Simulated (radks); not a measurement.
## Atomic calculation, with input and output: Sc⁵⁺

- system: Sc⁵⁺ (Z = 21, 16 electrons) in the configuration [Ne] 3s2 3p4.
- method: non-relativistic Kohn-Sham, exchange-only LDA, spin-unpolarised, spherical densities, point nucleus (the in-house radial solver radks)

Log:
```
1s      1   2.0000        -163.13893014
2s      1   2.0000         -20.09807179
2p      1   6.0000         -17.14323468
3s      1   2.0000          -4.52081039
3p      1   4.0000          -3.72403400
Etot -749.4556167451489
Ekin 749.455616756342
Encl -1732.9964200038744
Eh 267.2340788173518
Exc -33.148892314968265
err 2.565370142617419e-09
it 13
```

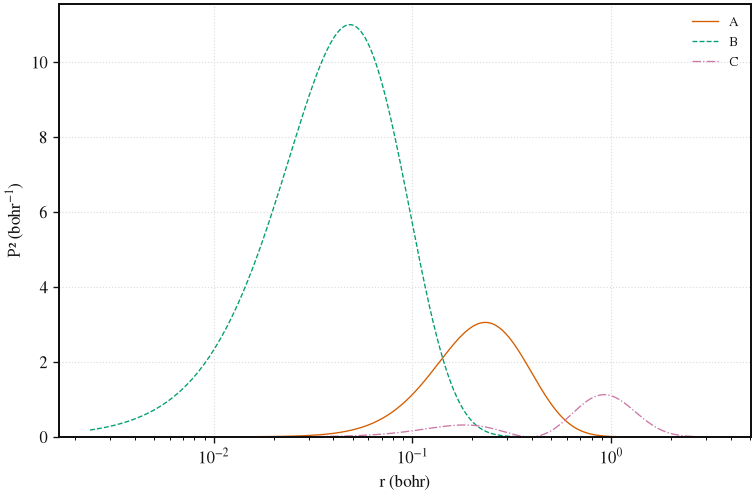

The radial probability densities P² of 3p, 2p and 1s. A is 2p; B is 1s; C is 3p. 1s: outer maximum at 0.0485 bohr, ⟨r⟩ = 0.0738 bohr, 0 nodes, eigenvalue −4439 eV; 2p: outer maximum at 0.233 bohr, ⟨r⟩ = 0.308 bohr, 0 nodes, eigenvalue −466.5 eV; 3p: outer maximum at 0.923 bohr, ⟨r⟩ = 1.06 bohr, 1 node, eigenvalue −101.3 eV.

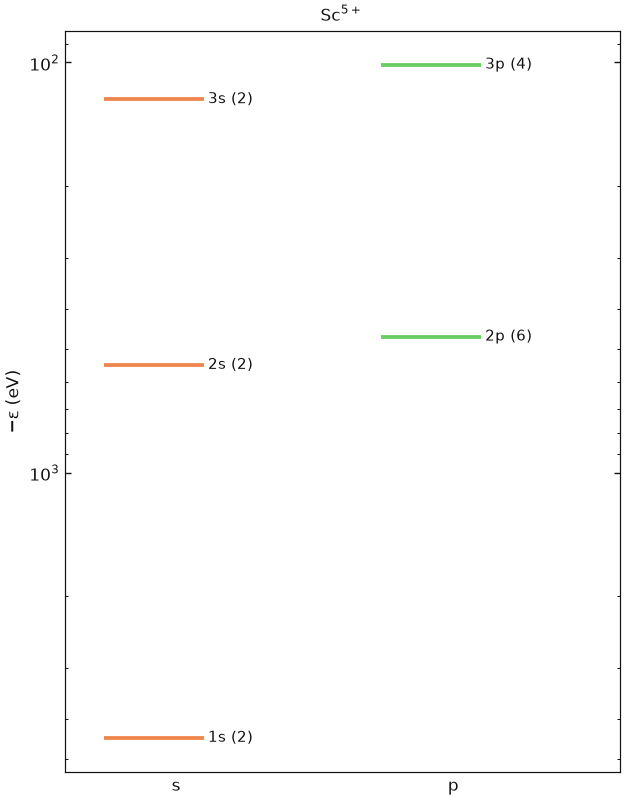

All occupied levels, on a logarithmic scale of binding energy, are drawn (occupations in brackets). The highest occupied level is 3p at −101.3 eV. From the top down the occupied levels run 3p (−101.3 eV), 3s (−123.0 eV), 2p (−466.5 eV), 2s (−546.9 eV), 1s (−4439 eV).

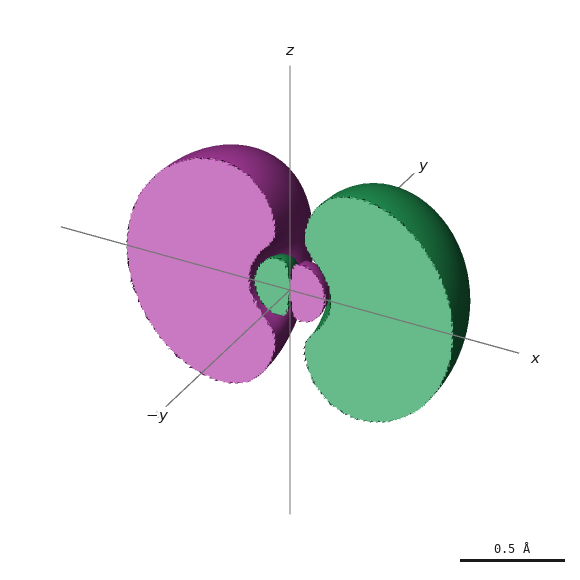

The 3p(x) orbital. The surface of constant |ψ| that holds about 85 % of the electron is drawn, green where ψ is positive and pink where it is negative, with the half in front of the xz plane cut away and the cut face painted. The radial function comes from the spherical calculation and is multiplied by a real spherical harmonic; the overall sign is chosen so that the largest lobe of P(r) is positive. It has the nodal plane yz and 1 radial node, at r = 0.390 bohr. The outermost maximum of P² lies at 0.923 bohr, ⟨r⟩ = 1.06 bohr, 90 % of the charge lies within 1.59 bohr, and the eigenvalue is −101.3 eV, with 4 electrons in the shell.

The input:
```
Z 21
configuration [Ne] 3s2 3p4
relativity non-relativistic
functional lda,
spin unpolarised
nucleus point
response adiabatic LDA kernel
```

Energies in input and log are in hartree, lengths in bohr.

Summary:

- outcome: converged
- total energy: −749.455617 hartree
- kinetic energy: 749.455617 hartree
- electron–nucleus energy: −1732.9964 hartree
- Hartree energy: 267.234079 hartree
- exchange–correlation energy: −33.148892 hartree
- radius at density 0.001 e/bohr³: 2.47 bohr
- SCF iterations: 13
- hardware: 1 CPU thread, shared host
